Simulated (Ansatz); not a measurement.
One crystal and one scan (frozen-phonon scan) at two levels, PBE (plane waves to 420 eV, PAW, scalar-relativistic; Ansatz, a first-principles code) and r2SCAN (plane waves to 500 eV, PAW, scalar-relativistic; Ansatz), each from its own relaxed cell and on its own mesh. The cell shown is that of PBE.

Starting cell, Ti (hcp, Mg type):

```xyz
2
Lattice="2.9391 0.0000 0.0000 -1.4696 2.5454 0.0000 0.0000 0.0000 4.6501" Properties=species:S:1:pos:R:3 pbc="T T T"
Ti     0.0000     1.6969     3.4876
Ti     1.4696     0.8485     1.1625
```

A phonon eigenvector at Γ is frozen into this cell: atom i moves by Q times the vector below, so Q is the largest atomic displacement, in Å. The cell is held. It is one choice among 2 degenerate patterns.

```
atom      x       y      z
----  -----  ------  -----
Ti1   0.000  -1.000  0.000
Ti2   0.000   1.000  0.000
```

Ti is run without spin polarisation. Ti was relaxed with its symmetry unable to fall. With partly filled bands, energies and forces of such displacements shift with the k mesh and the smearing. Percentages come from the unrounded values. Both scans cover Q from -0.180 to 0.180 Å.

| quantity | PBE | r2SCAN | PBE − r2SCAN |
|---|---|---|---|
| Lattice constant a (Å) | 2.939 | 2.936 | +0.003 (+0.1 %) |
| Lattice constant c (Å) | 4.650 | 4.636 | +0.014 (+0.3 %) |
| Relaxed volume (Å³/atom) | 17.39 | 17.30 | +0.09 (+0.5 %) |
| Energy at Q = 0.180 Å (meV/cell) | 81 | 103 | -22 (-21 %) |
| Harmonic wavenumber from the curvature (finite differences) (cm⁻¹ (negative: imaginary)) | 131 | 145 | -14 (-9 %) |

PBE gives the higher value for: lattice constant c. PBE gives the lower value for: energy at Q = 0.180 Å; harmonic wavenumber from the curvature. They agree on: lattice constant a (within 0.2 %); relaxed volume (within 0.6 %). Both give the same space group of the distorted cell: Cmcm (No. 63), lowered from P6_3/mmc.

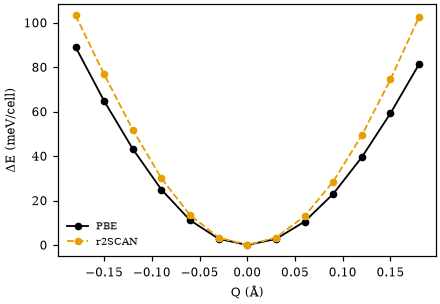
Figure. ΔE, each from the undisplaced structure of its own level.

(A displaced cell: forces are minus the slopes of the energy, force constants its curvatures, and phonons follow from these.)
